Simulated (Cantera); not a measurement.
A closed system holds: 1 mol SiHCl₃, 0.0076 mol Cl₂, 78 mol H₂, at 3.40 mbar.

Method: chemical equilibrium by Gibbs-energy minimisation in Cantera with the NASA 1993 tables (ideal gas, pure condensed phases). Candidate condensed phases: Si; 19 gas species. The tables' values for SiCl₃ are old estimates; treat these amounts as uncertain. Equilibrium is a limit: real reactors are often held back by kinetics, nucleation or transport.

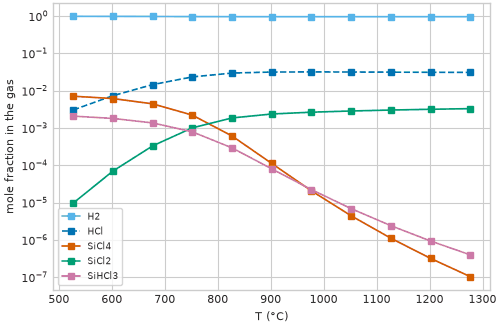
Figure: Equilibrium gas composition (values under 1e-9 drawn at 1e-9)

From 527 °C to 1277 °C the condensed part is Si(s). The main Si-bearing gas is SiCl₄ at 527 °C and SiCl₂ at 1277 °C. The share of Si in condensed phases is highest at 902 °C (78.0 %) and lowest at 527 °C (26.3 %).
